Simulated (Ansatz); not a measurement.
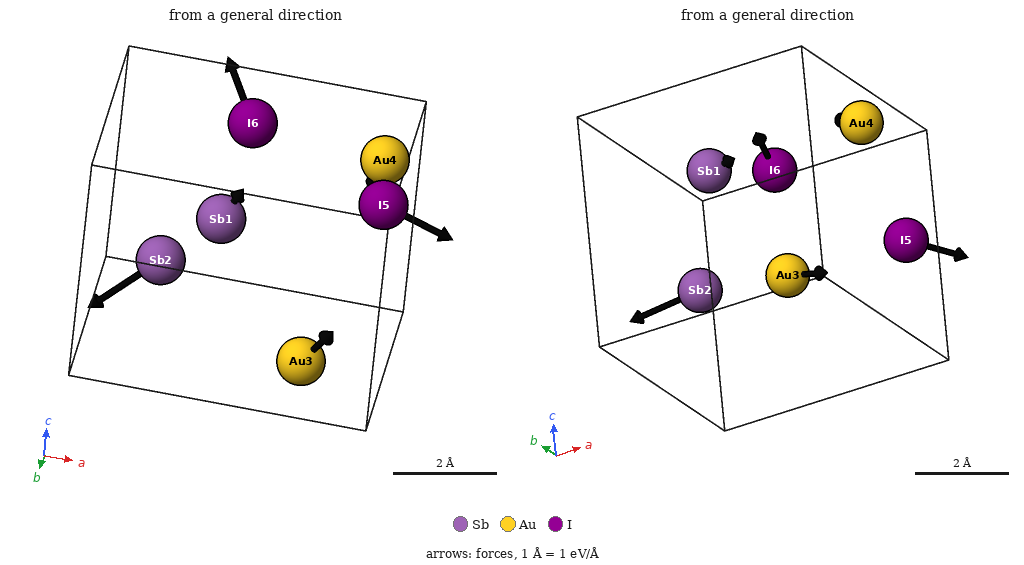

The image is a spheres-only drawing of a crystal, viewed from two general directions. One simulation cell is framed, with atoms on its boundary repeated. The arrows are the computed forces on the atoms.

System: SbAuI. The calculation used Ansatz, DFT, PAW plane waves, revPBE, with wavefunction cutoff 420 eV, a 3×3×4 k-point grid, cold smearing of 0.048 eV, no spin polarisation.

**Is this an equilibrium geometry?**

No. The atoms still feel forces of up to about 1.3 eV/Å, far above a usual threshold of 0.01 to 0.03 eV/Å.

**Which atom feels the largest force?**

Sb2, about 1.3 eV/Å.

Note that this is a made-up disordered cell, and that it hasn't been relaxed. It went into a calculation with Ansatz.
